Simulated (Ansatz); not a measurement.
**ClF2H6NSi2 (built from SMILES F[Si](F)([SiH3])Cl.N): search for a transition state**

Aim: find the saddle point of a four-centre ligand exchange that is to form Si1–N7, Si2–H6 and break Si1–Si2, H6–N7, prove it by its vibrations, and relax downhill on both sides to see what it joins.

Computed with Ansatz 0.2.0, Gaussian basis. Level: PBE0-D4, def2-SVP first, then def2-TZVP.

152 further runs of the same task are left out: 152 set aside as unsound or not needed.

**1. Starting geometry**

The guess: 12 atoms, charge 0, spin multiplicity 1.

Atoms are counted from 1 here; the program's logs count them from 0.

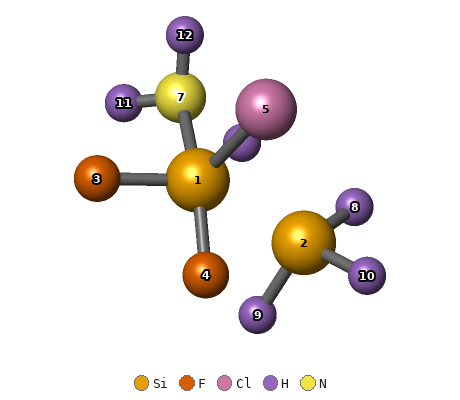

The starting geometry (silicon amber, fluorine orange, chlorine pink, hydrogen purple, nitrogen yellow); atoms are numbered from 1 in the order of the file.

Coordinates:

```mol
ClF2H6NSi2
  3D, bonds by distance, orders not assigned

 12  9  0  0  0  0  0  0  0  0999 V2000
   -0.8636    0.2127   -0.7040 Si  0  0
    0.3651   -1.0921    1.2830 Si  0  0
   -0.9500    0.2333   -2.3249 F   0  0
   -1.8904   -1.0587   -0.6622 F   0  0
   -1.9718    1.6744    0.1168 Cl  0  0
    0.9963    0.3509    0.3084 H   0  0
    0.8024    1.1231   -0.7572 N   0  0
    1.4317   -0.7715    2.2502 H   0  0
    0.7388   -2.3761    0.6864 H   0  0
   -0.8197   -1.3003    2.1103 H   0  0
    1.3831    0.8601   -1.5505 H   0  0
    0.7781    2.1442   -0.7565 H   0  0
  1  3  8  0
  1  4  8  0
  1  5  8  0
  1  7  8  0
  2  8  8  0
  2  9  8  0
  2 10  8  0
  7 11  8  0
  7 12  8  0
M  END
```

Distances that are to change: Si1–N7 1.90 Å, Si2–H6 1.85 Å, Si1–Si2 2.68 Å, H6–N7 1.33 Å.

**2. Constrained relaxation of the guess**

The input, hold/in.yaml:

```yaml
crystal:
  periodic: [false, false, false]
  atoms:
    - {symbol: Si, position_ang: [-0.863600, 0.212700, -0.704000]}
    - {symbol: Si, position_ang: [0.365100, -1.092100, 1.283000]}
    - {symbol: F, position_ang: [-0.950000, 0.233300, -2.324900]}
    - {symbol: F, position_ang: [-1.890400, -1.058700, -0.662200]}
    - {symbol: Cl, position_ang: [-1.971800, 1.674400, 0.116800]}
    - {symbol: H, position_ang: [0.996300, 0.350900, 0.308400]}
    - {symbol: N, position_ang: [0.802400, 1.123100, -0.757200]}
    - {symbol: H, position_ang: [1.431700, -0.771500, 2.250200]}
    - {symbol: H, position_ang: [0.738800, -2.376100, 0.686400]}
    - {symbol: H, position_ang: [-0.819700, -1.300300, 2.110300]}
    - {symbol: H, position_ang: [1.383100, 0.860100, -1.550500]}
    - {symbol: H, position_ang: [0.778100, 2.144200, -0.756500]}
basis:
  gaussian: {orbitals: def2-SVP}
hamiltonian: {xc: pbe0, dispersion: d4}
relax: {f_tol: 0.04, max_steps: 150, escape_saddle: false, constraints: [{distance: [0, 6]}, {distance: [1, 5]}, {distance: [0, 1]}, {distance: [5, 6]}]}
```

On the command line:

```
> ansatz run in.yaml --threads 5 --pin off --events-out ev --progress --plain --max-ram 66560MiB --backend cpu
```

Further steps of the session: A starting Hessian; Saddle search in the small basis; Saddle search in triple zeta; Vibrations at the point found; Relaxing after a step of 0.30 Å one way along the mode; Relaxing after a step of 0.30 Å the other way along the mode.

What does the calculation give? Wanted: imaginary mode; barrier from the start side; barrier from the end side; energy of the step; pairs that change; zero-point energy at the saddle.

**Answer**, as computed:

| quantity | value |
| --- | --- |
| imaginary mode | 1216i cm⁻¹ |
| barrier from the start side | 182.3 kJ/mol |
| barrier from the end side | 227.0 kJ/mol |
| energy of the step | -44.7 kJ/mol |
| pairs that change | Si1–N7 formed, Si2–H6 formed, Si1–Si2 broken, H6–N7 broken |
| zero-point energy at the saddle | 1.765 eV |

What this shows: The point has a single imaginary mode (1216i cm⁻¹), as a transition state must. Going downhill both ways gives the intended start and end. At PBE0-D4/def2-TZVP the electronic barrier is 182.3 kJ/mol, about 74 kT at 298 K, and the step runs 44.7 kJ/mol downhill. With so stiff a mode tunnelling counts: Wigner's rough correction is a factor of 2.4 at 298 K. A step off the saddle overshot and began above it in energy, so the link to its end is likely but not proven. The ends are the nearest minima, not always the lowest complexes.
